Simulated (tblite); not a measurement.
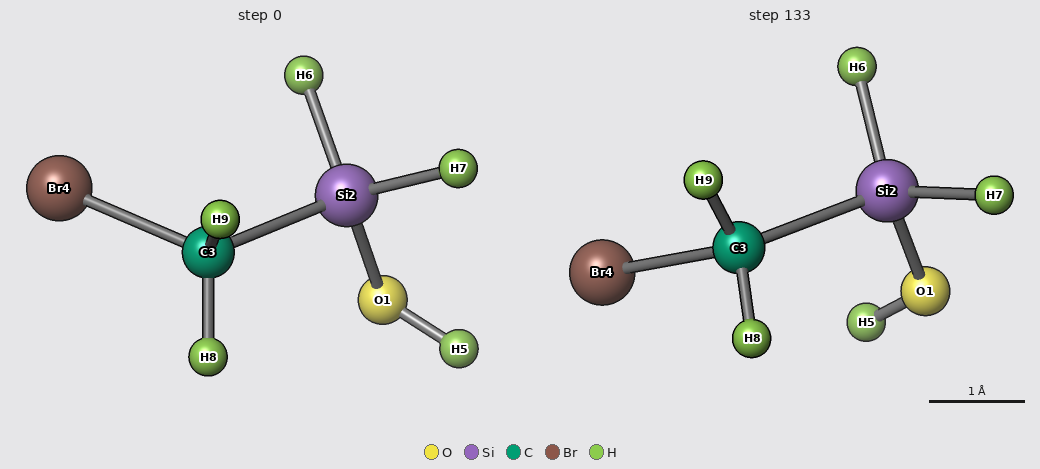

The structure of CH5BrOSi before (left) and after (right) a relaxation, at one scale.

Style: ball-and-stick. Shown at a tilt.

Level of theory: GFN2-xTB geometry optimisation, gas phase (tblite). 

Question: Summarise the run.

Answer: After 133 geometry steps the energy has fallen by 0.459 eV. The largest move after the best rigid fit is that of H5, 1.39 Å. Largest moves by element: H 1.39 Å, Br 1.01 Å, O 0.35 Å, Si 0.26 Å, C 0.13 Å. Some distances before and after: O1–Si2 1.716 → 1.616 Å, C3–Br4 1.908 → 1.958 Å, Si2–C3 1.880 → 1.915 Å, O1–H5 0.989 → 0.956 Å. Bond angles that change, for instance: Si2–O1–H5 109.1° → 122.8°, H6–Si2–H7 107.6° → 116.0°, Br4–C3–H9 113.4° → 106.0°. Groups turn about O1–Si2 by about 150°, Si2–C3 by about 40°. The run took 0.98 s on 1 thread of Arm Neoverse N1, on a shared host.
